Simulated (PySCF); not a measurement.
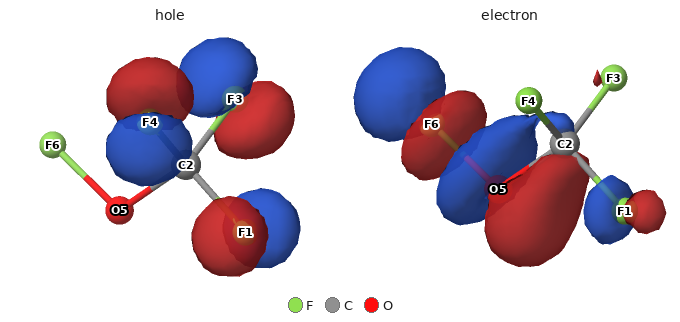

*CF₄O, SMILES `FC(F)(F)OF`. Leading natural transition orbital pair of S₃ (full linear response singlet states); the surfaces enclose about 85 % of each orbital's density.*

Level of theory: B3LYP/def2-SVPD (PySCF), at a geometry from GFN2-xTB. No frequency check shows the geometry to be a minimum.

Input script:

```python
import numpy as np
from pyscf import gto, scf, dft, tdscf
from pyscf.scf import atom_ks, atom_hf
from scipy.linalg import block_diag

def solve(mol, dm0=None, hcore=None):
    mf = (dft.UKS if mol.spin else dft.RKS)(mol, xc='b3lyp')
    mf.grids.level = 3
    mf = mf.density_fit(auxbasis='def2-universal-jkfit')
    mf.conv_tol, mf.max_cycle = 1e-8, 80
    if hcore is not None:
        mf.get_hcore = lambda *args: hcore
    mf.kernel(dm0)
    if not mf.converged:
        mf = mf.newton().run(mf.mo_coeff, mf.mo_occ, max_cycle=30)
    assert mf.converged, 'SCF not converged'
    return mf

mol = gto.M(atom='''
F      1.37765    -0.86145    -0.01423
C      0.36222    -0.01304     0.00059
F      0.46183     0.78422    -1.05802
F      0.46964     0.75550     1.07644
O     -0.74943    -0.78188    -0.00603
F     -1.88444     0.02543     0.00078
''', basis='def2-svpd', charge=0, spin=0, verbose=4)
mf = solve(mol)
td = mf.TDDFT()
td.nstates, td.singlet, td.conv_tol = 4, True, 1e-5
td.kernel()
td.analyze()
x, y = np.array([p[0] for p in td.xy]), np.array([p[1] + 0 * p[0] for p in td.xy])
f, mu = td.oscillator_strength(), td.transition_dipole()
nto = [td.get_nto(state=i + 1, verbose=4) for i in range(len(td.e))]
# spherically averaged free atoms, for the promolecule
atm = atom_ks.get_atm_nrks(mol, xc='b3lyp')
pro = block_diag(*[(atm[a[0]][2] * atm[a[0]][3]) @ atm[a[0]][2].T for a in mol._atom])
np.savez('result.npz', e=td.e, f=f, ok=td.converged, w=[n[0] for n in nto], nto=[n[1] for n in nto], x=x, y=y, c=mf.mo_coeff, occ=mf.mo_occ, eps=mf.mo_energy, pro=pro, mu=mu)
```

Launched as:

```sh
OMP_NUM_THREADS=1 python input.py
```

The run took 4.3 min on 1 thread of Intel(R) Xeon(R) Platinum 8488C (Sapphire Rapids), on a shared host, peak memory 0.76 GiB.

> Give its energy, strength and character.

8.33 eV (149 nm), f = 0.002 (very weak), charge transfer, whose energy this functional puts too low; the leading pair carries 100 %; hole on F3 and F4 (35 % each) and F1 (25 %), electron on F6 (44 %), O5 (43 %) and C2 (6 %); their centroids lie 2.0 Å apart. In canonical orbitals it is mainly HOMO−2 → LUMO (100 %). The HOMO–LUMO gap is 7.57 eV.
